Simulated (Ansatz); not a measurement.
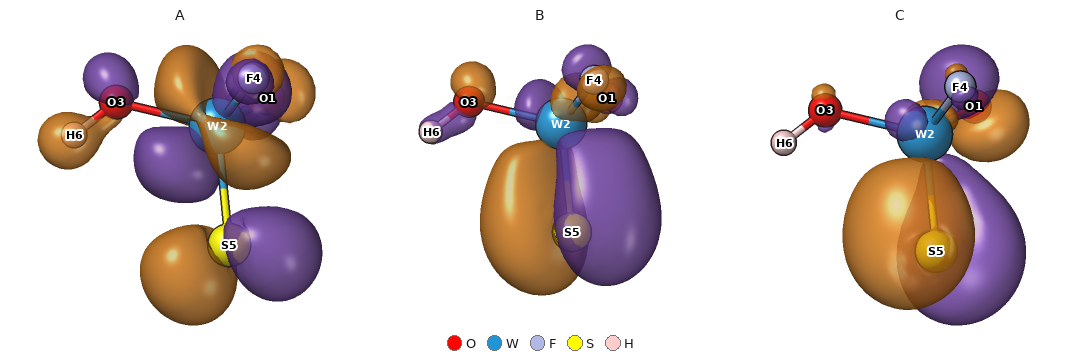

Figure 1: FHO2SW (SMILES [O]=[W]([OH])([F])=[S]). Three frontier orbitals at ±0.1 Å⁻³ᐟ² (orange and purple are the two phases), in no order.

Geometry: PBE0-D4/def2-TZVP; core potentials replace the inner electrons of W.

The calculation used RKS PBE0-D4/def2-TZVPP (Ansatz).

Input file:

```
crystal:
  periodic: [false, false, false]
  atoms:
    - {symbol: O, position_ang: [1.012166, -1.220182, -1.189740]}
    - {symbol: W, position_ang: [0.396853, -0.206929, 0.018650]}
    - {symbol: O, position_ang: [-0.889136, 0.892936, -0.765461]}
    - {symbol: F, position_ang: [1.779083, 0.783121, 0.753964]}
    - {symbol: S, position_ang: [-0.506829, -1.407355, 1.525042]}
    - {symbol: H, position_ang: [-1.750038, 1.094408, -0.388557]}
basis:
  gaussian: {orbitals: def2-TZVPP}
hamiltonian: {xc: pbe0, dispersion: d4}
output: {orbitals: {seedname: orbitals}}
```

Run with:

```sh
ansatz run in.yaml --threads 4 --pin off --events-out ev --progress --plain --max-ram 10444MiB
```

Q: Order the three orbitals by energy and name them.

A: B is the HOMO−1 (−8.71 eV). It lies mainly on S5 (about 70 %) and W2 (about 25 %). C is the HOMO (−8.03 eV). Its weight (Hirshfeld) is mainly on S5 (about 70 %), O1 (about 15 %) and W2 (about 15 %); largely a lone pair of S5. A is the LUMO (−2.62 eV). By Hirshfeld shares it lies mainly on W2 (about 55 %), S5 (about 30 %) and O1 (about 5 %).

Q: What is the HOMO–LUMO gap?

A: 5.41 eV between the orbital energies.
